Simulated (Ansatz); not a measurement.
# Al₂H₄ (singlet): wave-function methods side by side at distance Al1–Al2 = 2.887 Å, cc-pVDZ

Aim: climb from Hartree-Fock through coupled cluster and multireference methods for Al₂H₄ (singlet) at one geometry and basis, and see what each rung misses.

The runs use Ansatz 0.2.0, Gaussian basis; cc-pVDZ, core rule «outside noble gas», up to 10 orbitals frozen.

To be run: UHF; CCSD(T) on RHF; BCCD(T) on RHF; CISD; CCSDT(Q) on RHF; CCSDTQ on RHF; CASSCF and MRCISD+Q, 2 electrons in 2 orbitals; CASSCF and NEVPT2, 2 electrons in 2 orbitals.

## 1. What is computed

The geometry derives from a PBE0/def2-TZVP stationary point (not a proven minimum). One bond is set to the value named and the two fragments are kept rigid.

6 atoms, charge 0, spin multiplicity 1.

Atoms are counted from 1 here; the program's logs count them from 0.

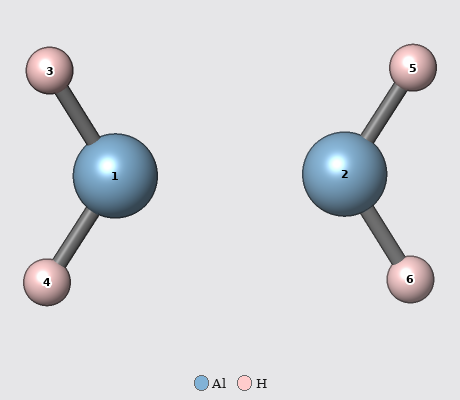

The geometry (aluminium light blue, hydrogen pink); atoms are numbered from 1 in the order of the file.

In the tables R marks a restricted determinant and U an unrestricted one; 'pair' is the active space of 2 electrons in 2 orbitals; energies count from the table's Hartree-Fock row.

## 2. UHF

in.yaml reads:

```yaml
crystal:
  periodic: [false, false, false]
  atoms:
    - {symbol: Al, position_ang: [0.000000, 0.000000, 1.443500]}
    - {symbol: Al, position_ang: [0.000000, 0.000000, -1.443500]}
    - {symbol: H, position_ang: [0.000000, 1.353331, 2.287315]}
    - {symbol: H, position_ang: [0.000000, -1.353331, 2.287315]}
    - {symbol: H, position_ang: [0.000000, 1.353331, -2.287315]}
    - {symbol: H, position_ang: [0.000000, -1.353331, -2.287315]}
basis:
  gaussian: {orbitals: cc-pVDZ}
magnetization: {spin_polarized: true, initial_magnetization: 0}
hamiltonian: {xc: hf}
output: {orbitals: {seedname: orbitals}}
```

On the command line:

```
$ ansatz run in.yaml --threads 1 --pin off --events-out ev --progress --plain --max-ram 4096MiB --backend cpu
```

The program printed:

```text
Functional definition: HF
  name "HF"
  cite "Fock, Z. Phys. 61, 126 (1930) doi:10.1007/BF01340294"
  parent pbe
  exchange = exact_x
  correlation = 0
532 factors; integrals over basis functions are off by at most 1.0e-3 eV
mean field evaluation 1: about -13227.0087 eV, gradient 7.7e0 eV
mean field evaluation 2: about -13227.0095 eV, gradient 7.7e0 eV
mean field evaluation 4: about -13227.8354 eV, gradient 2.9e-1 eV
mean field evaluation 8: about -13227.8365 eV, gradient 9.4e-4 eV
mean field evaluation 16: about -13227.8234 eV, gradient 2.5e-1 eV
mean field evaluation 32: about -13227.8365 eV, gradient 4.4e-6 eV
mean field -13227.83653794 eV, -486.1140266196 hartree, gradient 4.4e-6 eV, S^2 0.000000; 0 other end points of the search recorded, 0 dependent functions left out
reference -13227.83653794 eV, -486.1140266196 hartree; 15, 15 occupied and 41, 41 virtual orbitals, 532 factors
Total energy: -13227.83653794 eV, -486.1140266196 hartree
```

Run time: 0.6 s. Hardware: 1 thread of AMD EPYC 7R13, shared host; peak memory 0.25 GiB.

From the report: ⟨S²⟩ of the determinant 0.000 (pure singlet: 0.00).

The unrestricted search falls back on the restricted solution.

## 3. CCSD(T) on RHF

in.yaml, as its differences from that of step 2:

```diff
@@ -11,4 +11,4 @@
   gaussian: {orbitals: cc-pVDZ}
-magnetization: {spin_polarized: true, initial_magnetization: 0}
-hamiltonian: {xc: hf}
-output: {orbitals: {seedname: orbitals}}
+magnetization: {spin_polarized: false}
+correlation: {method: ccsd_t, electrons: outside_noble_gas}
+output: {forces: true}
```

Launched as before.

The program printed, cut to the lines that bear on the results:

```text
Functional definition: HF
  name "HF"
  cite "Fock, Z. Phys. 61, 126 (1930) doi:10.1007/BF01340294"
  parent pbe
[...]
532 factors; integrals over basis functions are off by at most 1.0e-3 eV
[...]
mean field -13227.83653794 eV, -486.1140266196 hartree, gradient 6.7e-7 eV, S^2 0.000000; 0 other end points of the search recorded, 0 dependent functions left out
10 core orbitals not correlated: weight in the atoms' cores, before any rotation towards them, 1.000 or more for the frozen orbitals, at most 0.000 for the correlated occupied ones
reference -13227.83653794 eV, -486.1140266196 hartree; 5, 5 occupied and 41, 41 virtual orbitals, 532 factors
second order -3.59666738 eV of doubles, -0.00000000 eV of singles
cycle   1  -4.39518901 eV  change   -8.0e-1 eV  update   7.3e-2
[...]
cycle  10  -4.71624274 eV  change    4.5e-6 eV  update   2.1e-6
perturbative correction -0.08650951 eV, -0.0031791657 hartree
[...]
Total energy: -13232.63929019 eV, -486.2905245093 hartree
Atom 0 at     0.000000     0.000000     1.443500 Å, force     0.000000    -0.000000    -1.060084 eV/Å
Atom 1 at     0.000000     0.000000    -1.443500 Å, force     0.000000     0.000000     1.060084 eV/Å
Atom 2 at     0.000000     1.353331     2.287315 Å, force     0.000000     0.029962    -0.026335 eV/Å
Atom 3 at     0.000000    -1.353331     2.287315 Å, force     0.000000    -0.029962    -0.026335 eV/Å
Atom 4 at     0.000000     1.353331    -2.287315 Å, force    -0.000000     0.029962     0.026335 eV/Å
Atom 5 at     0.000000    -1.353331    -2.287315 Å, force     0.000000    -0.029962     0.026335 eV/Å
Dipole moment:    -0.000000     0.000000    -0.000000 e Å
```

It took 1.6 s on 1 thread of AMD EPYC 7R13, shared host; peak memory 0.25 GiB.

From the report: correlation -4.8028 eV; T1 0.011; largest double amplitude 0.06.

## 4. BCCD(T) on RHF

in.yaml, as its differences from that of step 3:

```diff
@@ -12,3 +12,2 @@
 magnetization: {spin_polarized: false}
-correlation: {method: ccsd_t, electrons: outside_noble_gas}
-output: {forces: true}
+correlation: {method: bccd_t, electrons: outside_noble_gas}
```

Launched as before.

The program printed, cut to the lines that bear on the results:

```text
Functional definition: HF
  name "HF"
  cite "Fock, Z. Phys. 61, 126 (1930) doi:10.1007/BF01340294"
  parent pbe
[...]
532 factors; integrals over basis functions are off by at most 1.0e-3 eV
[...]
mean field -13227.83653794 eV, -486.1140266196 hartree, gradient 6.7e-7 eV, S^2 0.000000; 0 other end points of the search recorded, 0 dependent functions left out
10 core orbitals not correlated: weight in the atoms' cores, before any rotation towards them, 1.000 or more for the frozen orbitals, at most 0.000 for the correlated occupied ones
reference -13227.83653794 eV, -486.1140266196 hartree; 5, 5 occupied and 41, 41 virtual orbitals, 532 factors
second order -3.59666738 eV of doubles, -0.00000000 eV of singles
cycle   1  -4.40272749 eV  change   -8.1e-1 eV  update   7.3e-2
[...]
cycle   9  -4.71420065 eV  change    5.6e-7 eV  update   7.4e-6
perturbative correction -0.08928874 eV, -0.0032813005 hartree
Total energy: -13232.64002732 eV, -486.2905515985 hartree
```

It took 0.88 s on 1 thread of AMD EPYC 7R13, shared host; peak memory 0.25 GiB.

From the report: correlation -4.8035 eV; largest double amplitude 0.06.

## 5. CISD

in.yaml, as its differences from that of step 4:

```diff
@@ -11,3 +11,2 @@
   gaussian: {orbitals: cc-pVDZ}
-magnetization: {spin_polarized: false}
-correlation: {method: bccd_t, electrons: outside_noble_gas}
+correlation: {active_space: {ras: {orbitals: [5, 0, 41], electrons: 10, max_holes: 2, max_particles: 2}, fixed_orbitals: true}}
```

The command is unchanged.

The program printed:

```text
Functional definition: HF
  name "HF"
  cite "Fock, Z. Phys. 61, 126 (1930) doi:10.1007/BF01340294"
  parent pbe
  exchange = exact_x
  correlation = 0
532 factors; integrals over basis functions are off by at most 1.0e-3 eV
mean field evaluation 1: about -13227.0087 eV, gradient 1.1e1 eV
mean field evaluation 2: about -13227.0095 eV, gradient 1.1e1 eV
mean field evaluation 4: about -13227.8354 eV, gradient 4.1e-1 eV
mean field evaluation 8: about -13227.8365 eV, gradient 4.3e-5 eV
mean field -13227.83653794 eV, -486.1140266196 hartree, gradient 6.7e-7 eV, S^2 0.000000; 0 other end points of the search recorded, 0 dependent functions left out
reference -13227.83653794 eV, -486.1140266196 hartree; 15, 15 occupied and 41, 41 virtual orbitals, 532 factors
state -13232.18522892 eV, -486.2738380654 hartree
Total energy: -13232.18522892 eV, -486.2738380654 hartree
```

Run time: 1.4 s. Hardware: 1 thread of AMD EPYC 7R13, shared host; peak memory 0.25 GiB.

From the report: 8,642 determinants.

## 6. CCSDT(Q) on RHF

in.yaml, as its differences from that of step 5:

```diff
@@ -11,2 +11,3 @@
   gaussian: {orbitals: cc-pVDZ}
-correlation: {active_space: {ras: {orbitals: [5, 0, 41], electrons: 10, max_holes: 2, max_particles: 2}, fixed_orbitals: true}}
+magnetization: {spin_polarized: false}
+correlation: {method: ccsdt_q, electrons: outside_noble_gas}
```

Same command.

The program printed, cut to the lines that bear on the results:

```text
Functional definition: HF
  name "HF"
  cite "Fock, Z. Phys. 61, 126 (1930) doi:10.1007/BF01340294"
  parent pbe
[...]
1067 factors; integrals over basis functions are off by at most 1.3e-7 eV
[...]
mean field -13227.83659152 eV, -486.1140285888 hartree, gradient 6.8e-7 eV, S^2 0.000000; 0 other end points of the search recorded, 0 dependent functions left out
10 core orbitals not correlated: weight in the atoms' cores, before any rotation towards them, 1.000 or more for the frozen orbitals, at most 0.000 for the correlated occupied ones
reference -13227.83659152 eV, -486.1140285888 hartree; 5, 5 occupied and 41, 41 virtual orbitals, 1067 factors
second order -3.59674509 eV of doubles, -0.00000000 eV of singles
cycle   1  -4.39519829 eV  change   -8.0e-1 eV  update   7.8e-2
[...]
cycle  15  -4.82932941 eV  change   -3.8e-8 eV  update   2.3e-7
perturbative correction -0.00352250 eV, -0.0001294495 hartree
Total energy: -13232.66944343 eV, -486.2916326206 hartree
```

It took 11 s on 1 thread of AMD EPYC 7R13, shared host; peak memory 0.32 GiB.

From the report: correlation -4.8329 eV; T1 0.012; largest double amplitude 0.07.

## 7. CCSDTQ on RHF

in.yaml, as its differences from that of step 6:

```diff
@@ -12,2 +12,2 @@
 magnetization: {spin_polarized: false}
-correlation: {method: ccsdt_q, electrons: outside_noble_gas}
+correlation: {method: ccsdtq, electrons: outside_noble_gas}
```

On the command line:

```
$ ansatz run in.yaml --threads 2 --pin off --events-out ev --progress --plain --max-ram 24576MiB --backend cuda --devices 0, --max-vram 18GiB
```

The program printed, cut to the lines that bear on the results:

```text
Functional definition: HF
  name "HF"
  cite "Fock, Z. Phys. 61, 126 (1930) doi:10.1007/BF01340294"
  parent pbe
[...]
1067 factors; integrals over basis functions are off by at most 1.3e-7 eV
[...]
mean field -13227.83659152 eV, -486.1140285888 hartree, gradient 6.7e-7 eV, S^2 0.000000; 0 other end points of the search recorded, 0 dependent functions left out
10 core orbitals not correlated: weight in the atoms' cores, before any rotation towards them, 1.000 or more for the frozen orbitals, at most 0.000 for the correlated occupied ones
reference -13227.83659152 eV, -486.1140285888 hartree; 5, 5 occupied and 41, 41 virtual orbitals, 1067 factors
second order -3.59674509 eV of doubles, -0.00000000 eV of singles
cycle   1  -4.39520005 eV  change   -8.0e-1 eV  update   7.8e-2
[...]
cycle  15  -4.83377526 eV  change   -3.7e-7 eV  update   8.0e-7
Total energy: -13232.67036679 eV, -486.2916665533 hartree
```

It took 26 s on 1 × H100 (card shared with other runs) with 2 threads of AMD EPYC 7R13, shared host; peak host memory 0.8 GiB.

From the report: correlation -4.8338 eV; T1 0.012; largest double amplitude 0.07.

## 8. CASSCF and MRCISD+Q, 2 electrons in 2 orbitals

in.yaml, as its differences from that of step 7:

```diff
@@ -11,3 +11,2 @@
   gaussian: {orbitals: cc-pVDZ}
-magnetization: {spin_polarized: false}
-correlation: {method: ccsdtq, electrons: outside_noble_gas}
+correlation: {method: fic_mrcisd_q, electrons: outside_noble_gas, active_space: {window: {electrons: 2, orbitals: 2}}}
```

The command is unchanged.

The program printed, cut to the lines that bear on the results:

```text
Functional definition: HF
  name "HF"
  cite "Fock, Z. Phys. 61, 126 (1930) doi:10.1007/BF01340294"
  parent pbe
[...]
532 factors; integrals over basis functions are off by at most 1.0e-3 eV
[...]
mean field -13227.83653794 eV, -486.1140266196 hartree, gradient 6.7e-7 eV, S^2 0.000000; 0 other end points of the search recorded, 0 dependent functions left out
reference -13227.83653794 eV, -486.1140266196 hartree; 15, 15 occupied and 41, 41 virtual orbitals, 532 factors
state -13228.21033971 eV, -486.1277635815 hartree
contracted CI cycle   1: correlation 0.00000000 eV, 0.0000000000 hartree, residual 1.43e1 eV
contracted CI cycle   2: correlation -3.93028542 eV, -0.1444353252 hartree, residual 2.15e0 eV
contracted CI cycle   3: correlation -4.03077528 eV, -0.1481282595 hartree, residual 5.92e-1 eV
[...]
contracted CI cycle   2: correlation -4.02475637 eV, -0.1479070687 hartree, residual 2.10e0 eV
contracted CI cycle   3: correlation -4.12625270 eV, -0.1516369897 hartree, residual 5.60e-1 eV
contracted CI cycle   4: correlation -4.13476268 eV, -0.1519497259 hartree, residual 1.98e-1 eV
contracted CI cycle   5: correlation -4.13570844 eV, -0.1519844818 hartree, residual 6.05e-2 eV
contracted CI cycle   6: correlation -4.13579574 eV, -0.1519876900 hartree, residual 2.09e-2 eV
contracted CI cycle   7: correlation -4.13580611 eV, -0.1519880713 hartree, residual 6.81e-3 eV
contracted CI cycle   8: correlation -4.13580713 eV, -0.1519881087 hartree, residual 2.22e-3 eV
contracted CI cycle   9: correlation -4.13580725 eV, -0.1519881131 hartree, residual 6.93e-4 eV
state -13228.10418259 eV, -486.1238623789 hartree; corrected -13232.65674657 eV, -486.2911660194 hartree
state -13228.21033971 eV, -486.1277635815 hartree; corrected -13232.66743591 eV, -486.2915588454 hartree
[...]
Total energy: -13232.66743591 eV, -486.2915588454 hartree
```

Wall time 10 s (1 × H100 (card shared with other runs) with 2 threads of AMD EPYC 7R13, shared host); peak host memory 0.81 GiB.

From the report: 4 determinants; active occupations 1.98, 0.02.

## 9. CASSCF and NEVPT2, 2 electrons in 2 orbitals

in.yaml, as its differences from that of step 8:

```diff
@@ -11,2 +11,2 @@
   gaussian: {orbitals: cc-pVDZ}
-correlation: {method: fic_mrcisd_q, electrons: outside_noble_gas, active_space: {window: {electrons: 2, orbitals: 2}}}
+correlation: {method: sc_nevpt2, electrons: outside_noble_gas, active_space: {window: {electrons: 2, orbitals: 2}}}
```

On the command line:

```
$ ansatz run in.yaml --threads 1 --pin off --events-out ev --progress --plain --max-ram 4096MiB --backend cpu
```

The program printed, cut to the lines that bear on the results:

```text
Functional definition: HF
  name "HF"
  cite "Fock, Z. Phys. 61, 126 (1930) doi:10.1007/BF01340294"
  parent pbe
[...]
532 factors; integrals over basis functions are off by at most 1.0e-3 eV
[...]
mean field -13227.83653794 eV, -486.1140266196 hartree, gradient 6.7e-7 eV, S^2 0.000000; 0 other end points of the search recorded, 0 dependent functions left out
reference -13227.83653794 eV, -486.1140266196 hartree; 15, 15 occupied and 41, 41 virtual orbitals, 532 factors
state -13228.21033971 eV, -486.1277635815 hartree
state -13228.21033971 eV, -486.1277635815 hartree; corrected -13231.42300513 eV, -486.2458268578 hartree
state -13228.11360003 eV, -486.1242084638 hartree
state -13228.11360003 eV, -486.1242084638 hartree; corrected -13231.39471915 eV, -486.2447873672 hartree
state -13228.21033971 eV, -486.1277635815 hartree; corrected -13231.42300513 eV, -486.2458268578 hartree
state -13228.10418259 eV, -486.1238623789 hartree
state -13228.10418259 eV, -486.1238623789 hartree; corrected -13231.41877037 eV, -486.2456712333 hartree
state -13228.21033971 eV, -486.1277635815 hartree; corrected -13231.42300513 eV, -486.2458268578 hartree
[...]
Total energy: -13231.42300513 eV, -486.2458268578 hartree
```

Run time: 2.1 s. Hardware: 1 thread of AMD EPYC 7R13, shared host; peak memory 0.25 GiB.

From the report: 4 determinants; active occupations 1.98, 0.02.

## 10. All levels against the top one

The yardstick is RCCSDTQ, where the cluster series has nearly closed. Rows without a time are mean-field rows or come out of runs for another level: lower rungs of the coupled-cluster runs, CASSCF and MRCISD of the multireference runs, or the Hartree-Fock search. The times of RCCSD(T) include forces.

Differences are taken before rounding.

| method | energy from the lowest RHF (meV) | from RCCSDTQ (meV) | time |
| --- | --- | --- | --- |
| RHF | 0.0 | +4833.8 |  |
| RMP2 | -3596.7 | +1237.2 |  |
| CISD | -4348.7 | +485.1 | 1.4 s |
| RCCSD | -4716.2 | +117.6 |  |
| RCCSD(T) | -4802.8 | +31.1 | 1.6 s |
| BCCD(T) | -4803.5 | +30.3 | 0.88 s |
| RCCSDT | -4829.4 | +4.4 |  |
| RCCSDT(Q) | -4832.9 | +0.9 | 11 s |
| RCCSDTQ | -4833.8 | 0 | 26 s (GPU) |
| CASSCF pair | -373.8 | +4460.0 |  |
| NEVPT2 pair | -3586.5 | +1247.4 | 2.1 s |
| MRCISD pair | -4414.1 | +419.7 |  |
| MRCISD+Q pair | -4830.9 | +2.9 | 10 s (GPU) |

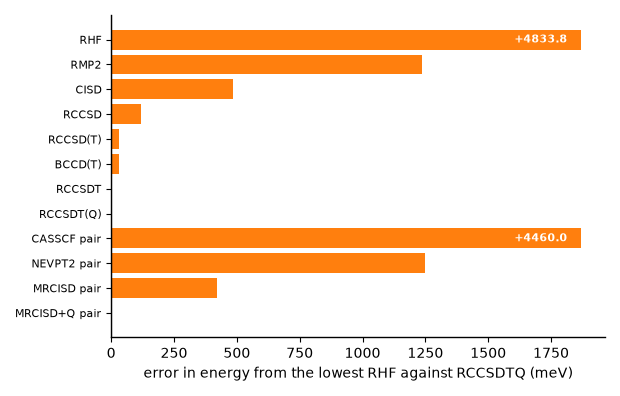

How far each level lands from RCCSDTQ. Bars with a number in them are cut short.

Some runs used a GPU and others CPU threads alone; cost is compared among the CPU runs only.

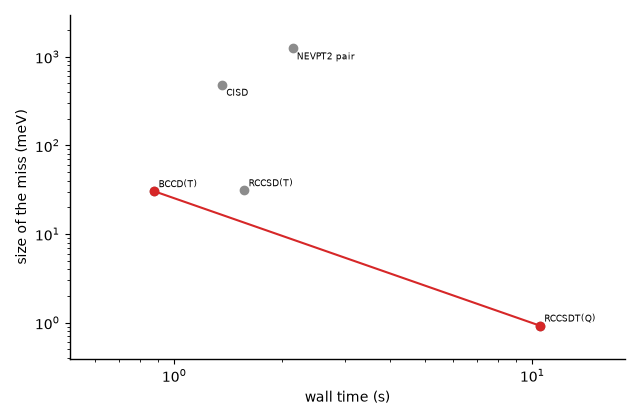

Accuracy for the time spent; red marks the levels that beat every quicker one drawn. Times are from a shared host.

## 11. Summary of results

| quantity | value |
| --- | --- |
| RCCSDTQ from the RHF energy | -4.8338 eV |
| RMP2 from RCCSDTQ | +1237.2 meV |
| RCCSD from RCCSDTQ | +117.6 meV |
| RCCSD(T) from RCCSDTQ | +31.1 meV |
| RCCSDT(Q) from RCCSDTQ | +0.9 meV |
| NEVPT2 pair from RCCSDTQ | +1247.4 meV |
| MRCISD+Q pair from RCCSDTQ | +2.9 meV |
| levels within 1 kcal/mol (43 meV) | RCCSD(T), BCCD(T), RCCSDT, RCCSDT(Q), MRCISD+Q pair |
| T1 diagnostic | 0.011 |

RCCSD(T) lands +31.1 meV from the yardstick (0.6 % of the correlation energy). Of the multireference levels listed MRCISD+Q pair comes nearest in total energy (+2.9 meV), which doesn't show that its space is the better one. These misses are within one basis, not against nature.

For cost: RCCSDT(Q) gets within 0.9 meV in 11 s; the quickest level in the cost chart, BCCD(T), takes 0.88 s and misses by 30.3 meV.
